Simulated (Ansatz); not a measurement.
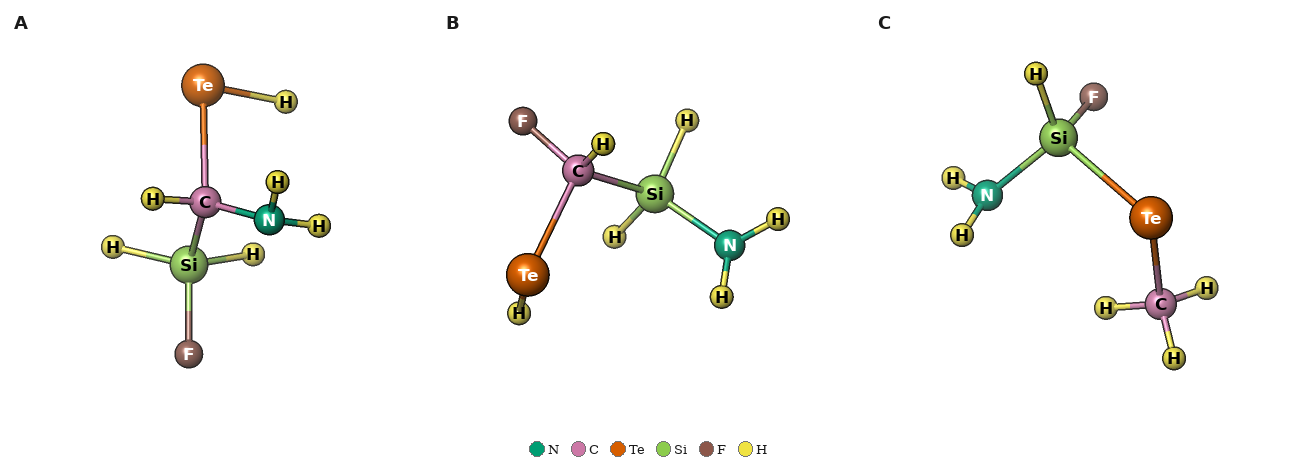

3 stationary structures of one formula. Geometries: PBE0-D4/def2-TZVP. Electronic energies: RHF-MP2 (frozen core)/def2-QZVPP (Ansatz 0.2.0), without zero-point energy. No frequency run is at hand to confirm each as a minimum. Each is one conformer, not always the lowest.

Rank them by energy, lowest first.

Answer. C is lowest; A lies 48.2 kcal/mol above it, B lies 77.8 kcal/mol above it. A is `N[C@@H]([TeH])[SiH2]F`, B is `N[SiH2][C@@H](F)[TeH]`, C is `C[Te][Si@H](N)F`.
